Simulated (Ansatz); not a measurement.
**CH$_{3}$ClF$_{2}$Ti: density, localisation and related maps**

Input file:

```
crystal:
  periodic: [false, false, false]
  atoms:
    - { symbol: Ti, position_ang: [-0.702628, 0.683222, 0.785118] }
    - { symbol: Cl, position_ang: [2.948964, -0.608094, 0.260293] }
    - { symbol: C, position_ang: [-0.56081, -0.341148, -0.770486] }
    - { symbol: H, position_ang: [1.737459, -0.628268, -0.282964] }
    - { symbol: F, position_ang: [-0.759833, 2.420709, 0.438803] }
    - { symbol: F, position_ang: [-1.463036, -0.215923, 2.110037] }
    - { symbol: H, position_ang: [-0.393283, 0.11163, -1.767309] }
    - { symbol: H, position_ang: [-0.806733, -1.422027, -0.773493] }
basis:
  gaussian: { orbitals: def2-SVP }
hamiltonian:
  xc: blyp
  dispersion: d4
relax:
  f_tol: 0.03
  max_steps: 50
output:
  orbitals: {}
```

Run with:

```sh
ansatz run input.yaml --threads 2 --pin off --max-ram 3072MiB --backend cpu --events-out ev --progress --plain --runs-dir out
```

The fields are those of the run's last geometry, not of the input's.

The calculation used RKS BLYP-D4/def2-SVP in Ansatz 0.2.0.

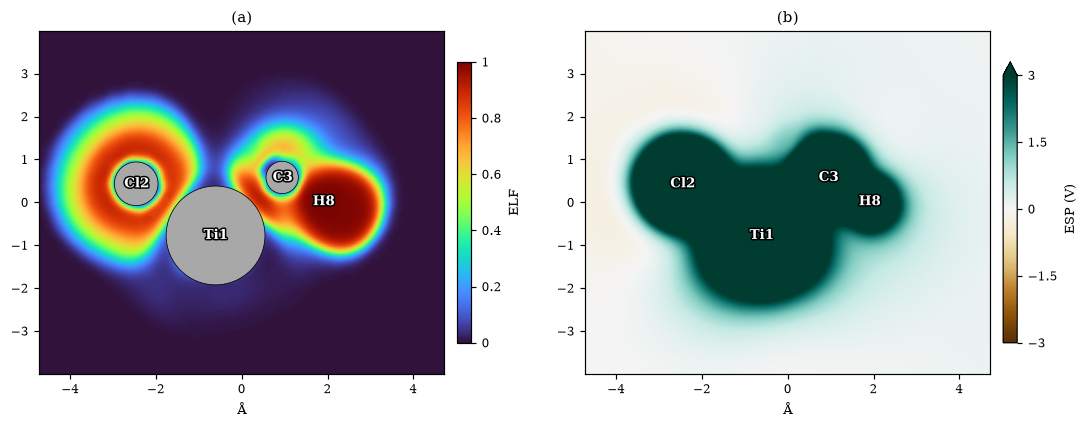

Figure 1. (a) electron localisation function; (b) molecular electrostatic potential on the plane of atoms Ti1, C3 and H8. Grey discs cover the atomic cores in the ELF map.

> Read the bonding off the picture.

- The plane passes through Ti, Cl, C and H nuclei.
- C–Ti (2.06 Å): the ELF peaks at about 0.90 in the valence shell of C, 0.7 Å from its nucleus, and is about 0.60 at the midpoint.
- Ti–Cl (2.21 Å): the ELF peaks at about 0.85 in the valence shell of Cl, 0.8 Å from its nucleus, and is about 0.35 at the midpoint.
- C–H (1.11 Å): the ELF climbs to about 1 towards the hydrogen, as it does in any bond to H (an ordinary covalent bond to hydrogen).
- The potential has no marked negative region in this plane.

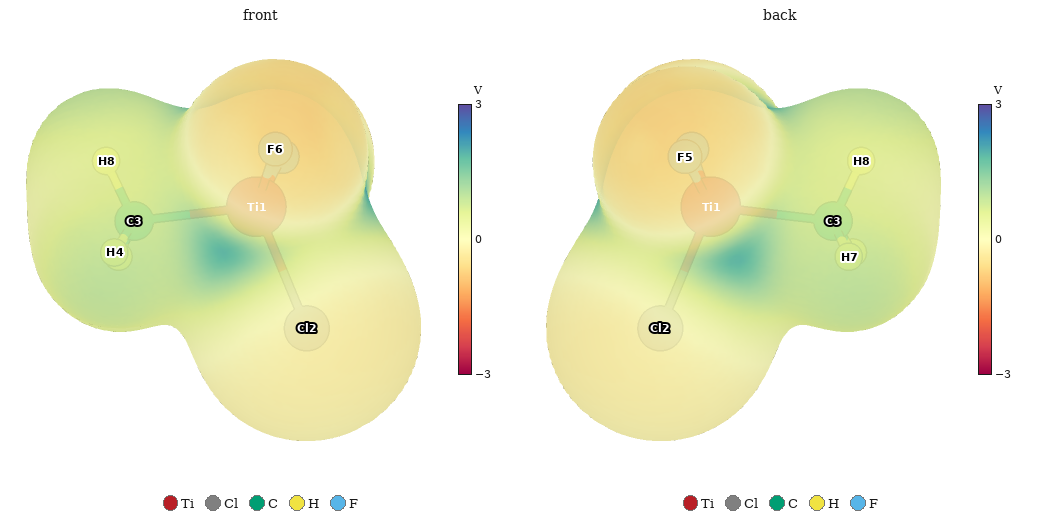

Figure 2. The electrostatic potential painted on the density surface at 0.002 e/bohr³, seen from the front and from behind; the colour scale runs from red (negative) to blue (positive).

> Which sites attract a positive test charge, and which a negative one?

A positive charge is drawn to the negative regions and a negative charge to the positive ones. The most negative region (about −0.7 V) lies over F5 and F6, the most positive (about +2.0 V) over Ti1.

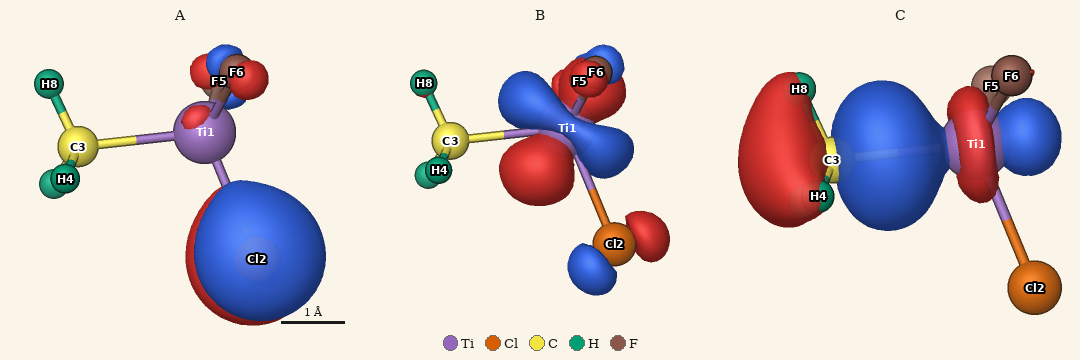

Figure 3. Three frontier orbitals at ±0.15 Å⁻³ᐟ² (red and blue are the two phases), in no order.

> Order the three orbitals by energy and name them.

A is the HOMO−1 (−7.86 eV). By Hirshfeld shares it lies mainly on Cl2 (about 85 %) and Ti1 (about 10 %); largely a lone pair of Cl2. C is the HOMO (−7.11 eV). It lies mainly on C3 (about 50 %) and Ti1 (about 35 %). B is the LUMO (−3.67 eV). Its weight (Hirshfeld) is mainly on Ti1 (about 75 %) and Cl2 (about 10 %).

> What is the HOMO–LUMO gap?

3.44 eV between the orbital energies.
